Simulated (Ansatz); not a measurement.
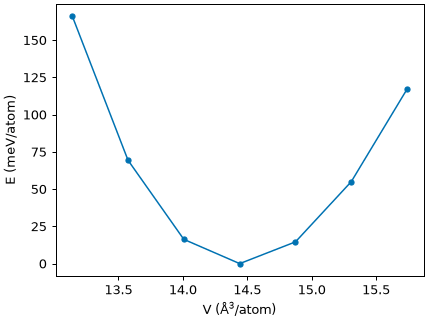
*Ir3W in space group P6_3/mmc (No. 194; W on 2c, Ir on 6h) under volume change, r²SCAN (plane waves, PAW; program Ansatz), shape and atoms relaxed at each volume.*

**Question.** What does a third-order Birch–Murnaghan fit give for V₀, B₀ and B′?

**Answer.** V₀ = 14.44 Å³/atom, B₀ = 379 GPa, B′ = 4.8.

The workflow started from an entry of the Crystallography Open Database (COD). Its standing as an ambient phase is unchecked. The r²SCAN relaxation kept the symmetry of its start; its stability against distortions is not shown here. The run is not spin-polarised. The volume moved by 44 % from the start of the relaxation. Spin–orbit coupling is left out wherever it is not named.

Potentials: the later of the program's two PAW sets.
